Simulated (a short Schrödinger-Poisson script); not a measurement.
System: MOS inversion layer, Si3N4 on p-type Si(110), at 300 K.

```csv
layer,material,thickness (nm),Na (cm⁻³)
1,Si3N4,2.6,-
2,Si,770,3.1e17
```

Constants are typed, rounded textbook-type inputs, not results; the design itself was drawn at random and stands for no fabricated device. Si3N4: permittivity 7.5, conduction-band edge (eV) 1.95, gap (eV) 5.1, electron mass (mₑ) 0.5. Si: permittivity 11.7, conduction-band edge (eV) 0, gap (eV) 1.124, Nv at 300 K (cm⁻³) 3.1e19.

Channel valleys (confinement mass, in-plane density-of-states mass, number): Δ4 0.315, 0.324, 4; Δ2 0.19, 0.417, 2. At the gate the conduction-band edge of layer 1 lies 1.85 eV − eVg above the Fermi level of the channel; the field vanishes at the back. Gaps are held at their typed values at every temperature. Mesh 0.03 nm at interfaces.

Solved with a short Schrödinger-Poisson script written for these runs: 1D Poisson equation in equilibrium, electrons quantum, Hartree (BenDaniel-Duke, 12 states a valley, the channel's in-plane mass for all, wave functions free to enter the dielectric), parabolic valleys, classical holes, full ionisation, no traps, pinning or gate leakage.

Only gate voltages with over 1e8 electrons/cm² are shown.

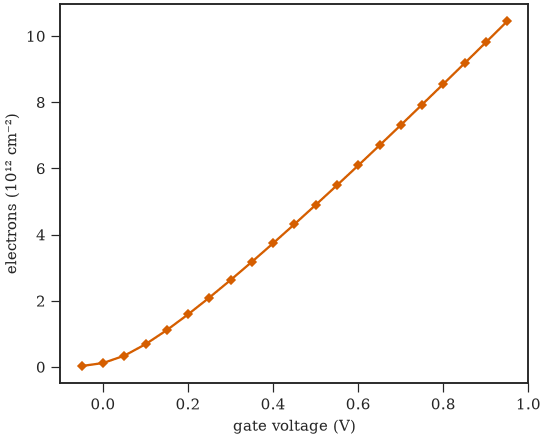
Fig. 1. Sheet density against gate voltage

```
Vg (V)  electrons (cm⁻²)  C (μF/cm²)  Δ4 E0 (meV)  Δ4 E1 (meV)  Δ2 E0 (meV)  Δ2 E1 (meV)
------  ----------------  ----------  -----------  -----------  -----------  -----------
-0.05            2.63e10       0.283        171.6        250.8        185.7        279.0
0                1.15e11       0.591        133.2        214.2        147.6        242.8
0.05             3.37e11        1.01        105.1        188.2        119.9        217.2
0.1              6.85e11        1.30         86.4        171.9        101.6        201.2
0.15             1.11e12        1.48         73.4        161.4         89.2        191.0
0.2              1.59e12        1.60         63.7        154.3         80.0        184.1
0.25             2.10e12        1.68         56.1        149.1         72.8        179.2
0.3              2.63e12        1.74         49.7        145.3         67.0        175.5
0.35             3.17e12        1.79         44.3        142.3         62.0        172.7
0.4              3.74e12        1.83         39.6        140.0         57.8        170.5
0.45             4.31e12        1.86         35.4        138.1         54.0        168.7
0.5              4.90e12        1.89         31.6        136.6         50.6        167.3
0.55             5.49e12        1.91         28.1        135.4         47.6        166.1
0.6              6.09e12        1.93         24.9        134.3         44.8        165.2
0.65             6.70e12        1.95         21.9        133.5         42.2        164.4
0.7              7.31e12        1.97         19.2        132.8         39.8        163.8
0.75             7.93e12        1.99         16.5        132.3         37.6        163.2
0.8              8.55e12        2.00         14.1        131.8         35.4        162.8
0.85             9.18e12        2.02         11.7        131.5         33.4        162.5
0.9              9.81e12        2.03          9.5        131.2         31.5        162.2
0.95             1.04e13        2.04          7.3        131.0         29.7        162.0
```

Subbands count from the Fermi level.
